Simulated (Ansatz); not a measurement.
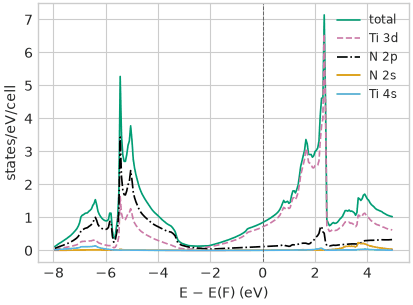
Figure: Total and projected density of states of TiN (rock salt, Fm-3m), PBE (plane waves, PAW; program Ansatz)

Task: Which orbitals carry the states next to the Fermi level?

Result: Within 0.5 eV of the Fermi level: Ti 3d 84 %, N 2p 13 %. Projections are on Löwdin-orthogonalised atomic valence shells; empty p or d shells of many metals are not among them.

Task: Where is the tallest occupied peak in this window, and what makes it?

Result: Near -5.4 eV, about 5.3 states/eV per cell; the largest projected share is N 2p.

The PBE relaxation kept the symmetry of its start. No spin polarisation was allowed. With an odd number of electrons in the cell and no spin polarisation, the count alone makes it a metal.

Potentials: the later of the program's two PAW sets.
